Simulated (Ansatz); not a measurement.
```xyz
9

B    -0.1951   -0.7595   -0.7317
F     0.4523    0.3195    2.4258
N     1.0248   -0.1347   -0.3129
H     1.8621   -0.6767   -0.3267
H     1.2069    0.8156   -0.5738
N    -1.3592   -0.0711   -1.0736
H    -2.2092   -0.5403   -1.2880
H    -1.4577    0.9211   -1.0188
H     0.6751    0.1261    1.5497
```

These are results of UHF/6-31G* in Ansatz 0.2.0, not measurements.

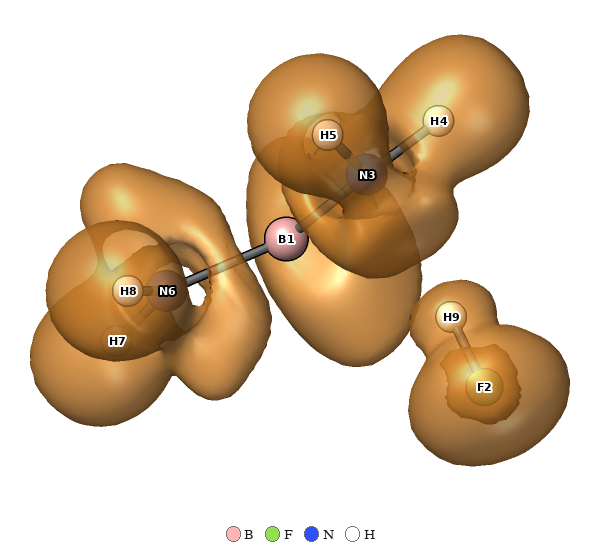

BH₄N₂···HF (doublet). Isosurface of the ELF at 0.75 (orange), seen at a tilt. Only the valence region is drawn (cores and ρ < 0.01 e/Å³ removed).

### Identify the bonds, lone pairs and shells in this picture.

The surface consists of one lobe on B, pointing away from the bonds (non-bonding electrons), one joined region spread over several atoms (F, H), in which their bonds and any lone pairs are merged and two joined regions spread over several atoms (H, N), in which their bonds and any lone pairs are merged. Profiles from the grid: N3···H9 (1.91 Å): the ELF dips to about 0.10 between them: by its geometry a hydrogen bond between the two molecules, with no shared pair. B–N (1.39 Å): the ELF peaks at about 0.95 between the atoms: a polar covalent bond.
